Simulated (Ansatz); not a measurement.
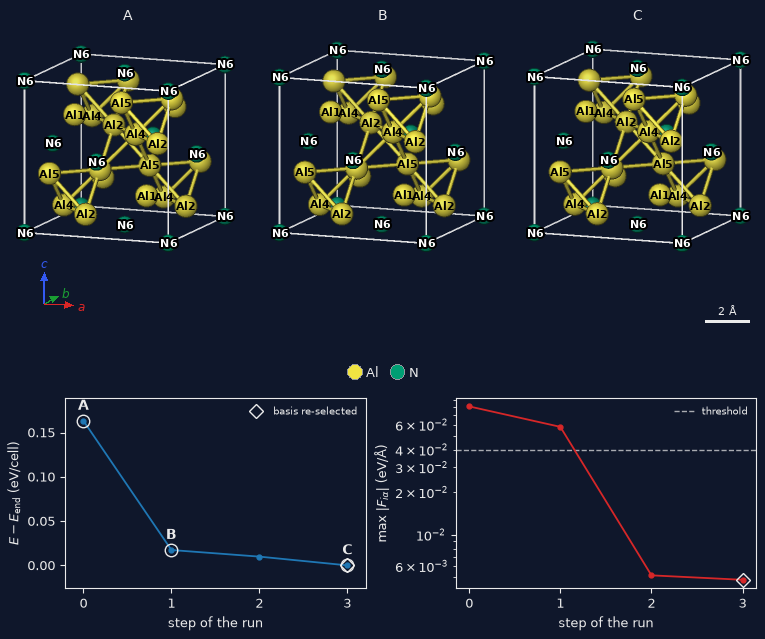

Frames of a relaxation of crystalline Al5N (a generated structure, set up in F-43m) (coarse preliminary run), marked on the history of the run. Style: ball-and-stick. Shown: the conventional cell (4 times the calculation's cell), slightly off an axis. Lengths and directions refer to the drawn axes.

Level of theory: Ansatz 0.2.0, DFT PBE, scalar-relativistic, plane waves, PAW.

Input file:
```yaml
crystal:
  lattice:
    - [0.0, 3.55057919, 3.55057919]
    - [3.55057919, 0.0, 3.55057919]
    - [3.55057919, 3.55057919, 0.0]
  atoms:
    - { symbol: Al, position: [0.25, 0.25, 0.25] }
    - { symbol: Al, position: [0.62426262, 0.12721214, 0.62426262] }
    - { symbol: Al, position: [0.62426262, 0.62426262, 0.12721214] }
    - { symbol: Al, position: [0.62426262, 0.62426262, 0.62426262] }
    - { symbol: Al, position: [0.12721214, 0.62426262, 0.62426262] }
    - { symbol: "N", position: [0.0, 0.0, 0.0] }
basis:
  ecutwfc: 420
kpoints:
  mp_grid: { grid: [4, 4, 4] }
hamiltonian:
  xc: pbe
scf:
  occupations: { method: gaussian, width: 0.1 }
  lower_state_search: "off"
output:
  forces: true
  stress: true
  eigenvalues: true
relax:
  adjacent_minimum: "off"
  f_tol: 0.04
  max_steps: 70
  cell: { stress_tol: 0.4 }
```

Launched with:
```bash
ansatz run input.yaml --threads 1 --pin off --max-ram 2560MiB --backend cpu --events-out ev --progress --plain --runs-dir out
```

Q: What happens along the run?

A: The atoms keep their places relative to the cell (all moves are under 0.005 Å). The drawn cell changes as follows: a = b = c 7.101 → 7.292 Å (+2.7 %); the volume changes by +8.3 %. Among the contacts that change: Al2–Al3 2.496 → 2.569 Å, Al2–Al3 (another image) 2.525 → 2.587 Å. The space group stays F-43m (No. 216). After 2 accepted moves (3 points after the start) the energy has fallen by 0.163 eV per cell of the calculation. The largest force component goes from 0.081 to 0.0048 eV/Å. Pressure: 7.16 GPa at the start and 0.35 GPa at the end. At 1 point the geometry stayed and the basis and grid were re-selected for the new cell (energy shift of 9.9 meV per cell of the calculation at most each time). The run took 9.4 s on 1 thread of Intel(R) Xeon(R) Processor @ 2.70GHz (shared host), peak memory 0.34 GiB. From step 0 to 1: volume +6.5 %, energy −0.146 eV per cell of the calculation. From step 1 to 3: volume +1.7 %, energy −17.3 meV per cell of the calculation.
